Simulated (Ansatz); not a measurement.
# K+ with AlF3: structure and interaction energy, part 3 of 3

Ansatz 0.2.0, Gaussian basis.

## 13. CCSD(T)/def2-SVP

The inputs:

ab/in.yaml

```yaml
crystal:
  periodic: [false, false, false]
  atoms:
    - {symbol: K, position_ang: [-0.146897, 0.412493, -3.329891]}
    - {symbol: F, position_ang: [0.103272, -1.642469, 1.413589]}
    - {symbol: Al, position_ang: [0.039684, -0.111368, 0.898832]}
    - {symbol: F, position_ang: [0.037555, 1.247690, 1.774187]}
    - {symbol: F, position_ang: [-0.033514, 0.093655, -0.756716]}
basis:
  gaussian: {orbitals: def2-SVP}
total_charge: 1
correlation: {method: ccsd_t}
```

a/in.yaml

```yaml
crystal:
  periodic: [false, false, false]
  atoms:
    - {symbol: K, position_ang: [-0.146897, 0.412493, -3.329891]}
basis:
  gaussian:
    orbitals: def2-SVP
    ghost_atoms:
      - {symbol: F, position_ang: [0.103272, -1.642469, 1.413589]}
      - {symbol: Al, position_ang: [0.039684, -0.111368, 0.898832]}
      - {symbol: F, position_ang: [0.037555, 1.247690, 1.774187]}
      - {symbol: F, position_ang: [-0.033514, 0.093655, -0.756716]}
total_charge: 1
correlation: {method: ccsd_t}
```

b/in.yaml

```yaml
crystal:
  periodic: [false, false, false]
  atoms:
    - {symbol: F, position_ang: [0.103272, -1.642469, 1.413589]}
    - {symbol: Al, position_ang: [0.039684, -0.111368, 0.898832]}
    - {symbol: F, position_ang: [0.037555, 1.247690, 1.774187]}
    - {symbol: F, position_ang: [-0.033514, 0.093655, -0.756716]}
basis:
  gaussian:
    orbitals: def2-SVP
    ghost_atoms:
      - {symbol: K, position_ang: [-0.146897, 0.412493, -3.329891]}
correlation: {method: ccsd_t}
```

The same command starts each run, in its folder.

Command:

```sh
> ansatz run in.yaml --threads 4 --pin off --events-out ev --progress --plain --max-ram 9574MiB
```

ab printed, shortened:

```text
Functional definition: HF
  name "HF"
  cite "Fock, Z. Phys. 61, 126 (1930) doi:10.1007/BF01340294"
  parent pbe
[...]
766 factors; integrals over basis functions are off by at most 5.5e-4 eV
[...]
mean field -30996.27390842 eV, -1139.0920561055 hartree, gradient 2.7e-6 eV, S^2 0.000000; 0 other end points of the search recorded, 0 dependent functions left out
13 core orbitals not correlated: weight in the atoms' cores, before any rotation towards them, 1.000 or more for the frozen orbitals, at most 0.000 for the correlated occupied ones
reference -30996.27390842 eV, -1139.0920561055 hartree; 16, 16 occupied and 55, 55 virtual orbitals, 766 factors
second order -17.96909115 eV of doubles, -0.00000000 eV of singles
cycle   1  -17.81674048 eV  change    1.5e-1 eV  update   9.3e-2
[...]
cycle   9  -18.20684096 eV  change    2.8e-6 eV  update   6.9e-6
perturbative correction -0.22459227 eV, -0.0082536138 hartree
Total energy: -31014.70534166 eV, -1139.7693987837 hartree
```

a printed, shortened:

```text
[... 4 set-up lines as earlier in the session ...]
[...]
570 factors; integrals over basis functions are off by at most 1.9e-3 eV
[...]
mean field -16297.74942926 eV, -598.9312445139 hartree, gradient 5.0e-7 eV, S^2 0.000000; 0 other end points of the search recorded, 0 dependent functions left out
5 core orbitals not correlated: weight in the atoms' cores, before any rotation towards them, 1.000 or more for the frozen orbitals, at most 0.000 for the correlated occupied ones
reference -16297.74942926 eV, -598.9312445139 hartree; 4, 4 occupied and 75, 75 virtual orbitals, 570 factors
second order -1.14350927 eV of doubles, -0.00000000 eV of singles
cycle   1  -1.24787569 eV  change   -1.0e-1 eV  update   1.3e-2
[...]
cycle   5  -1.26178681 eV  change    3.4e-6 eV  update   3.3e-6
perturbative correction -0.00679093 eV, -0.0002495622 hartree
Total energy: -16299.01800700 eV, -598.9778638861 hartree
```

b printed, shortened:

```text
[... 4 set-up lines as earlier in the session ...]
[...]
670 factors; integrals over basis functions are off by at most 1.5e-3 eV
[...]
mean field -14697.93860619 eV, -540.1392811569 hartree, gradient 1.5e-6 eV, S^2 0.000000; 0 other end points of the search recorded, 0 dependent functions left out
8 core orbitals not correlated: weight in the atoms' cores, before any rotation towards them, 1.000 or more for the frozen orbitals, at most 0.000 for the correlated occupied ones
reference -14697.93860619 eV, -540.1392811569 hartree; 12, 12 occupied and 64, 64 virtual orbitals, 670 factors
second order -16.83642681 eV of doubles, -0.00000000 eV of singles
cycle   1  -16.57101665 eV  change    2.7e-1 eV  update   9.4e-2
[...]
cycle   9  -16.95236025 eV  change    3.6e-6 eV  update   6.1e-6
perturbative correction -0.22091814 eV, -0.0081185920 hartree
Total energy: -14715.11188458 eV, -540.7703874973 hartree
```

They took 1.9 s (ab), 0.4 s (a), 1.5 s (b) on 4 threads of Arm Neoverse V1, shared host.

Interaction energy, ab − a − b: -55.52 kJ/mol.

## 14. Vibrations of the pair

The input, vib/in.yaml:

```yaml
crystal:
  periodic: [false, false, false]
  atoms:
    - {symbol: K, position_ang: [-0.146897, 0.412493, -3.329891]}
    - {symbol: F, position_ang: [0.103272, -1.642469, 1.413589]}
    - {symbol: Al, position_ang: [0.039684, -0.111368, 0.898832]}
    - {symbol: F, position_ang: [0.037555, 1.247690, 1.774187]}
    - {symbol: F, position_ang: [-0.033514, 0.093655, -0.756716]}
basis:
  gaussian: {orbitals: def2-TZVP}
total_charge: 1
hamiltonian: {xc: pbe0, dispersion: d4}
phonons: {temperatures: {t_min: 298.15, t_max: 900, t_step: 200}}
```

Command:

```sh
> ansatz run in.yaml --threads 4 --pin off --events-out ev --progress --plain --max-ram 9574MiB
```

The log of the run, shortened:

```text
[... 5 set-up lines as earlier in the session ...]
[...]
1101 factors; their error is unknown
[...]
mean field -31062.55934100 eV, -1141.5280008228 hartree, gradient 8.0e-5 eV, S^2 0.000000; 0 other end points of the search recorded, 0 dependent functions left out
[...]
Atom 2 at     0.039684    -0.111368     0.898832 Å, force    -0.000119     0.000204    -0.000302 eV/Å
Atom 3 at     0.037555     1.247690     1.774187 Å, force     0.000010     0.000339    -0.000018 eV/Å
Atom 4 at    -0.033514     0.093655    -0.756716 Å, force     0.000126    -0.000292     0.000692 eV/Å
Dipole moment:    -0.106320     0.298499    -2.410107 e Å
Vibrations: 35.00 67.31 119.95 247.86 253.41 290.24 684.23 886.57 1018.95 cm⁻¹, zero-point energy 0.223390 eV
```

Wall time 43 s (4 threads of Arm Neoverse V1, shared host).

The modes, with what each moves most:

| mode | wavenumber (cm⁻¹) | character |
| --- | --- | --- |
| 1 | 35 | bend |
| 2 | 67 | bend |
| 3 | 120 | K–F stretch |
| 4 | 248 | bend |
| 5 | 253 | bend |
| 6 | 290 | out-of-plane bend |
| 7 | 684 | Al–F stretch |
| 8 | 887 | Al–F stretch |
| 9 | 1019 | Al–F stretch |

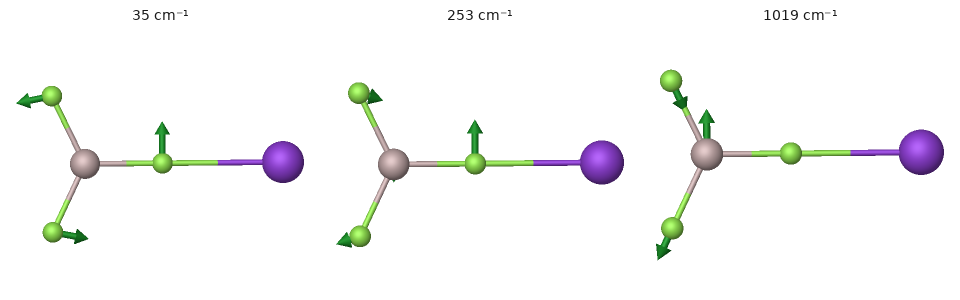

How the atoms move in 3 of the modes.

Vibrational sums (real modes only):

| T (K) | entropy (J/mol/K) | heat capacity (J/mol/K) |
| --- | --- | --- |
| 298 | 76.7 | 53.7 |
| 498 | 107.0 | 63.8 |
| 698 | 129.4 | 68.5 |
| 898 | 146.9 | 70.7 |

Modes under 50 cm⁻¹ weigh heavily in the entropy, and the harmonic picture is poor for them.

## 15. The ladder

The basis limit takes Hartree-Fock with exponent 7.88 and MP2 correlation with exponent 2.97 from the triple- and quadruple-zeta runs, and adds the coupled-cluster step over MP2 from triple zeta. Where a quadruple-zeta run was CCSD(T), only its Hartree-Fock and MP2 parts are used.

Rows are in def2-TZVPPD; times add the 3 runs of a level on a shared host, so small differences are noise.

| method | rung | interaction (kJ/mol) | from CCSD(T)/CBS (kJ/mol) | time |
| --- | --- | --- | --- | --- |
| PBE-D4 | GGA | -52.09 | +1.78 | 4.1 s |
| revPBE-D4 | GGA | -48.68 | +5.19 | 4.3 s |
| BLYP-D4 | GGA | -52.32 | +1.55 | 5.1 s |
| r2SCAN-D4 | meta-GGA | -52.39 | +1.48 | 7.9 s |
| B97M-V | meta-GGA | -53.01 | +0.86 | 17 s |
| PBE0-D4 | hybrid | -53.28 | +0.59 | 5.5 s |
| B3LYP-D4 | hybrid | -54.37 | -0.50 | 6 s |
| HSE06-D4 | screened hybrid | -53.35 | +0.52 | 5.7 s |
| wB97X-V | range-separated hybrid | -52.58 | +1.29 | 17 s |
| wB97M-V | range-separated hybrid | -52.57 | +1.30 | 21 s |
| B2PLYP | double hybrid | -51.55 | +2.32 | 10 s |
| Hartree-Fock | wavefunction | -50.80 | +3.07 |  |
| MP2 | wavefunction | -51.14 | +2.73 |  |
| CCSD | wavefunction | -51.53 | +2.34 |  |
| CCSD(T) | wavefunction | -51.37 | +2.50 | 2 min |
| CCSD(T)/CBS |  | -53.87 | 0 | 2.4 min |

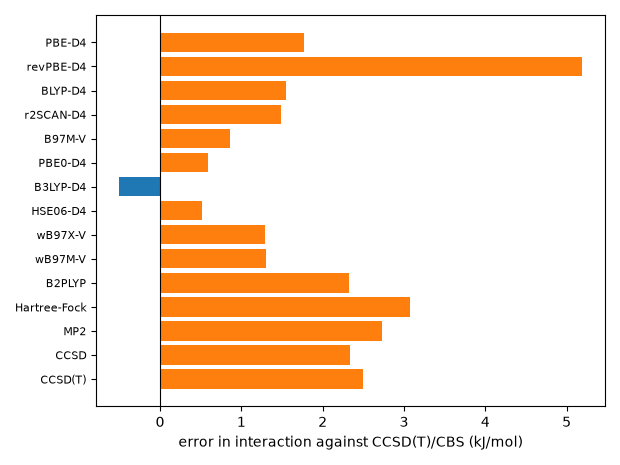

Error of each method against CCSD(T)/CBS.

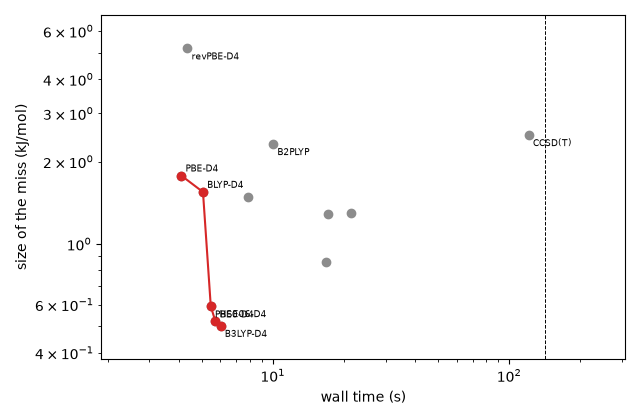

Miss against cost. Red marks the levels that no quicker level drawn beats (of those quicker than the yardstick), and the dashed line is the time of CCSD(T)/CBS. Only those levels and the largest misses are named. Times are from a shared host.

For cost: B3LYP-D4 gets within 0.50 kJ/mol in 6 s, where CCSD(T)/CBS took 2.4 min; the quickest level in the cost chart, PBE-D4, takes 4.1 s and misses by 1.78 kJ/mol.

## 16. Outcome

What follows sums up all 3 parts.

| quantity | value |
| --- | --- |
| interaction energy, CCSD(T)/CBS | -53.87 kJ/mol |
| of it Hartree-Fock (basis limit) | -51.34 kJ/mol |
| D4 term of PBE0-D4 | -2.14 kJ/mol |
| shortest contact | K1–F5 2.60 Å |
| lowest wavenumber | 35 cm⁻¹ |

In words: The pair is bound by 53.87 kJ/mol at fixed fragment shapes. Hartree-Fock gives 95 % of it, so electrostatics, induction and charge transfer lead. B3LYP-D4 is the best functional here (-0.50 kJ/mol from CCSD(T)/CBS); revPBE-D4 is the worst (+5.19 kJ/mol). By rung, the mean size of the error is: GGA 2.84, meta-GGA 1.17, hybrid 0.55, screened hybrid 0.52, range-separated hybrid 1.29, double hybrid 2.32 kJ/mol. The double hybrids carry no dispersion term here, unlike the levels marked D4 or V. PBE-D4 gives an interaction energy 1.78 kJ/mol too high, an error of 3 % of the reference. CCSD(T) moves by -2.50 kJ/mol from triple zeta to the limit; gaps between functionals far smaller than that don't rank them. A lower arrangement may exist.
